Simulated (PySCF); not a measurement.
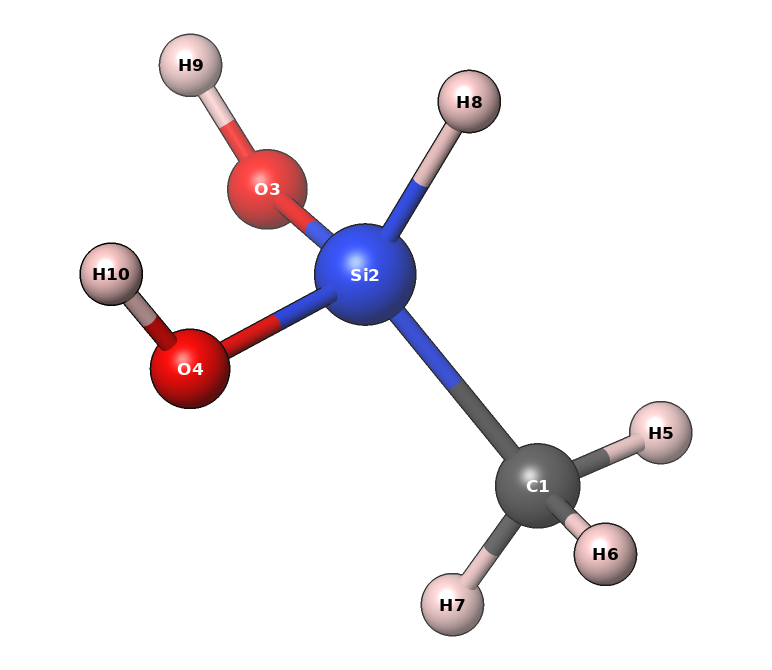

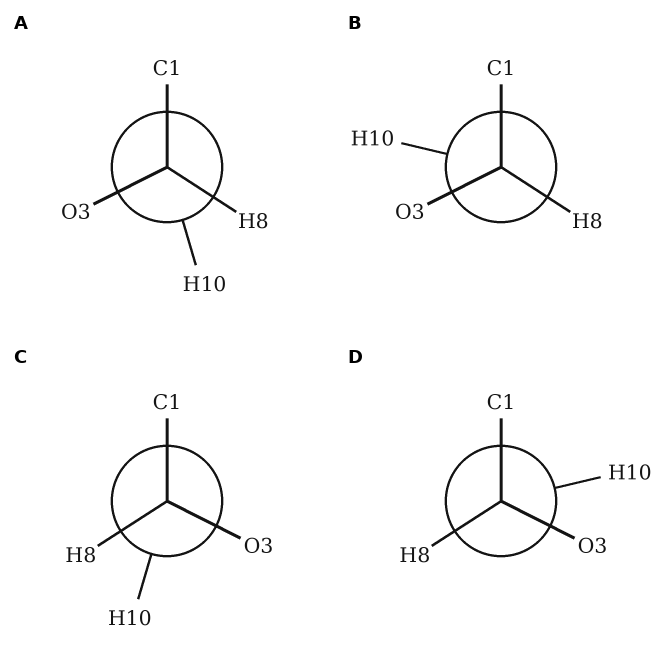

Depth is shown by fading: the farther an atom, the more it takes the colour of the background. Bonds that would overlap in a projection are set slightly apart. Computed geometry: PBE0-D3(BJ)/def2-SVP optimisation. No frequency run is at hand to confirm it as a minimum.

> Which Newman projection shows the view along Si2–O4, with Si2 in front?

A. The torsion angle O3–Si2–O4–H10 is −80°, synclinal (gauche).
